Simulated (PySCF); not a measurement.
# C2H5GeN3: the cost of one run

Programs: PySCF 2.14.0, with density-fitted response routines of our own. Each step states its level of theory. These are calculated values for one molecule in the gas phase, unless marked as measured. Atoms count from 0, in the outputs and in this text.

### Step 1. Starting geometry

11 atoms, charge 0, multiplicity 1; geometry from: GFN2-xTB.

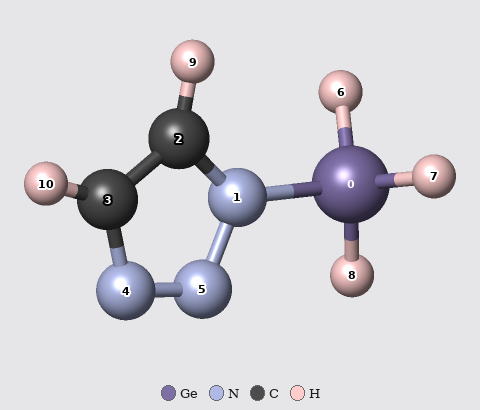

As it starts; germanium purple, nitrogen light blue, carbon dark grey, hydrogen pink, atoms numbered; sticks join atoms by distance.

### Step 2. Ultraviolet spectrum: PBE0/def2-SVPD

The job: settings as JSON, then the geometry in Å.

```
{"job": {"kind": "uv", "xc": "PBE0", "basis": "def2-SVPD", "nstates": 8, "ntriplets": 3}, "charge": 0, "multiplicity": 1}
Ge    -1.926548    -0.023114     0.004391
N     -0.087481    -0.086550    -0.077284
C      0.949927     0.464908     0.589458
C      2.071895     0.001114    -0.054433
N      1.669447    -0.793454    -1.063389
N      0.396155    -0.843141    -1.074111
H     -2.295138    -0.104807     1.451820
H     -2.355828     1.287851    -0.572570
H     -2.331963    -1.194166    -0.804488
H      0.806790     1.112771     1.430747
H      3.108169     0.181259     0.143894
```

Level: TDDFT PBE0/def2-SVPD, vertical, gas phase, core orbitals frozen in the response.

Started as:

```sh
> OMP_NUM_THREADS=1 python probes_run.py task.json out
```

The driver reads the jobs from task.json and runs them one after another.

Q: Estimate the wall time and peak memory of this job on 1 thread of Intel Xeon Platinum 8375C at 2.90GHz, shared host.

About 21 s, with a peak of 0.73 GiB.
